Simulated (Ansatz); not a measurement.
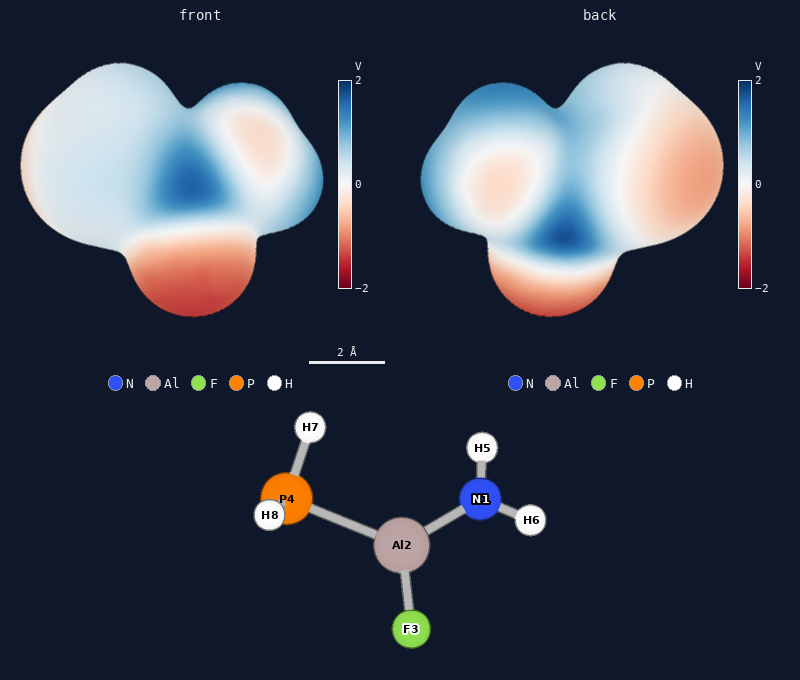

Figure. AlFH₄NP (SMILES [NH2][Al]([F])[PH2]). The molecular electrostatic potential painted on the density surface at 0.001 e/bohr³, seen from the front and from behind; red is negative and blue positive. The bare structure is drawn below in the same view.

These are results of RKS B3LYP-D4/def2-SVP (Ansatz), not measurements.

Input file:

```
crystal:
  periodic: [false, false, false]
  atoms:
    - { symbol: "N", position_ang: [-0.4101, 1.4812, 0.1517] }
    - { symbol: Al, position_ang: [0.5941, -0.0278, 0.4967] }
    - { symbol: F, position_ang: [0.03196, -1.59607, -0.10022] }
    - { symbol: P, position_ang: [2.52442, 0.05983, 1.74032] }
    - { symbol: H, position_ang: [0.0637, 2.336, 0.5127] }
    - { symbol: H, position_ang: [-0.479, 1.6599, -0.899] }
    - { symbol: H, position_ang: [1.95287, 0.91992, 2.76221] }
    - { symbol: H, position_ang: [3.03744, 1.21567, 0.96019] }
basis:
  gaussian: { orbitals: def2-SVP }
hamiltonian:
  xc: b3lyp
  dispersion: d4
relax:
  f_tol: 0.015
  max_steps: 40
output:
  orbitals: {}
```

Command:

```sh
ansatz run input.yaml --threads 1 --pin off --max-ram 2048MiB --backend cpu --events-out ev --progress --plain --runs-dir out
```

The fields are those of the run's last geometry, not of the input's.

Question: Describe the electrostatic potential map.

Answer: The most negative region (about −1.4 V) lies over F3, the most positive (about +1.6 V) over Al2.
